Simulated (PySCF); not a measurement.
## Electronic structure of C3H10N2Si (SMILES C=N[SiH2]CCN) in real space

```xyz
16

C     3.0255    1.0714    0.4026
N     2.0497    0.2962    0.3733
Si    1.0471   -0.3533   -0.8673
C    -0.7041    0.2267   -0.3981
C    -1.4990   -0.8464    0.3515
N    -2.8300   -0.4386    0.7643
H     3.4744    1.3306    1.3592
H     3.4871    1.5284   -0.4779
H     1.3411    0.0319   -2.2569
H     1.2176   -1.7955   -0.6983
H    -0.6486    1.1207    0.2277
H    -1.2558    0.5058   -1.2989
H    -1.6112   -1.7285   -0.2847
H    -0.9555   -1.1463    1.2502
H    -2.7712    0.3600    1.3884
H    -3.3749   -0.1542   -0.0440
```

Geometry: GFN2-xTB.

Level of theory: PBE0/pcSseg-1, SCF density, gas phase, non-relativistic (PySCF 2.14.0).

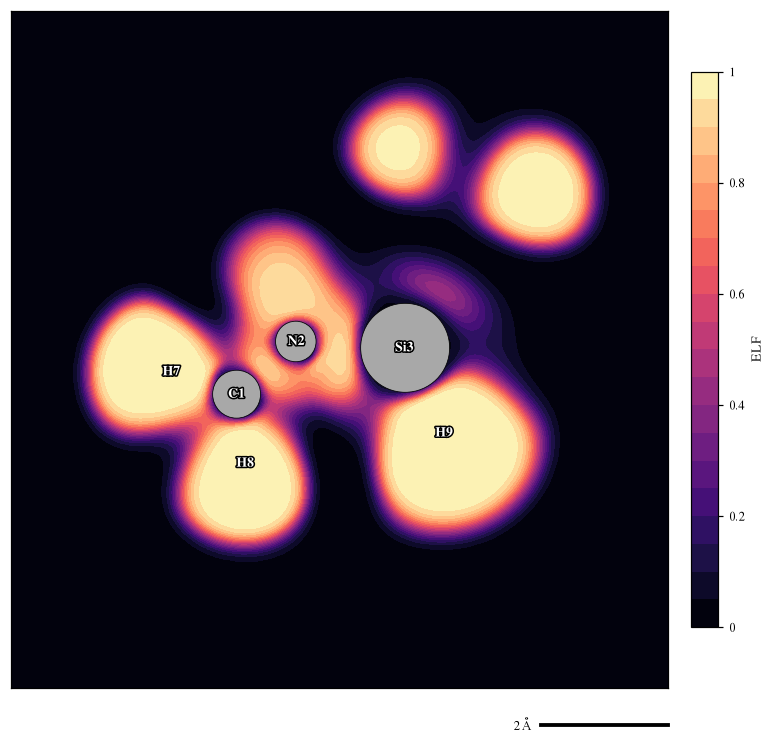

Figure 1. ELF on the plane of atoms H7, C1 and H8. Grey discs cover the atomic cores.

**Describe what can be read from this map.**

The plane passes through C, N, Si and H nuclei.
C–N (1.25 Å): the ELF peaks at about 0.90 between the atoms; a short, multiple covalent bond.
Si–N (1.72 Å): the ELF peaks at about 0.90 between the atoms, as expected for a shared but strongly polarised pair.
C–H (1.09 Å): the ELF climbs to about 1 towards the hydrogen, as it does in any bond to H: a covalent bond by its length.
Si–H (1.47 Å): the ELF climbs to about 1 towards the hydrogen.
The ELF also peaks beside N2, away from the bonds: lone-pair regions.

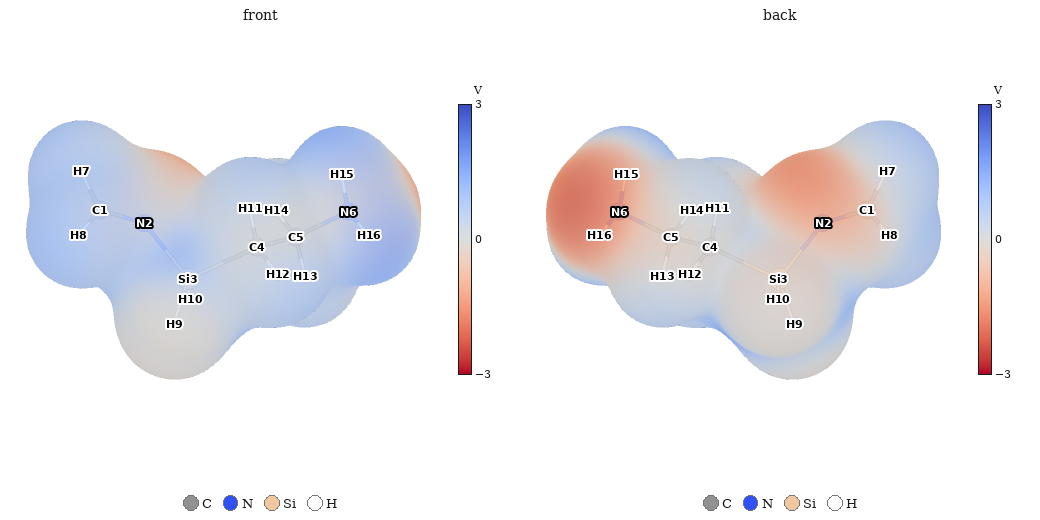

Figure 2. The electrostatic potential painted on the density surface at 0.002 e/bohr³, seen from the front and from behind; the colour scale runs from red (negative) to blue (positive).

**Describe the electrostatic potential map.**

The most negative region (about −2.0 V) lies over N6, the most positive (about +1.3 V) over Si3, H15 and H16. N6 is the likeliest acceptor of a hydrogen bond.

**How polar is the molecule by this calculation?**

Its dipole moment is 2.54 D.
